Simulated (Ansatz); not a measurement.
```sh
ansatz run in.yaml --threads 4 --pin off --events-out ev --progress --plain --max-ram 10444MiB
```

```yaml
crystal:
  periodic: [false, false, false]
  atoms:
    - {symbol: F, position_ang: [1.354180, -0.946026, -0.143233]}
    - {symbol: Si, position_ang: [0.048932, -0.092011, 0.060367]}
    - {symbol: F, position_ang: [-0.599571, -0.540742, 1.421451]}
    - {symbol: Br, position_ang: [-1.336542, -0.506429, -1.562346]}
    - {symbol: Br, position_ang: [0.582902, 2.011408, 0.182360]}
basis:
  gaussian: {orbitals: def2-TZVPP}
hamiltonian: {xc: {name: r2SCAN0}, dispersion: d4}
output: {orbitals: {seedname: orbitals}}
```

Describe the molecule in this file.

It has 5 atoms: 1 silicon, 2 bromine and 2 fluorine (SiBr₂F₂). As SMILES it reads `F[Si](F)(Br)Br`. This geometry has C2v symmetry. Coordination: 1 Si tetrahedral.

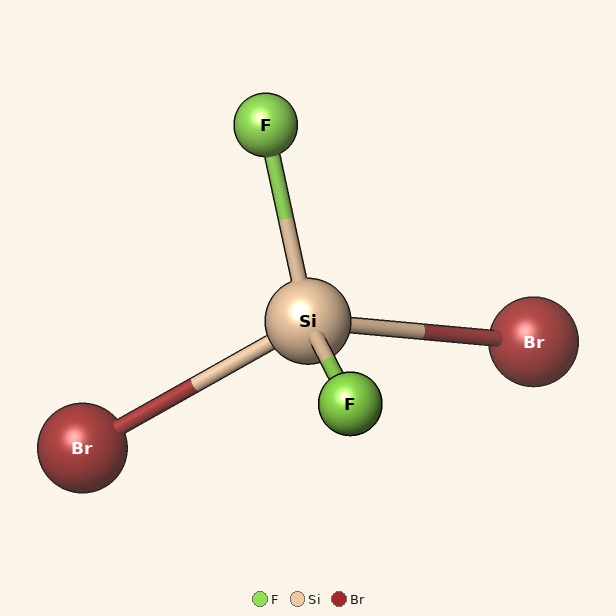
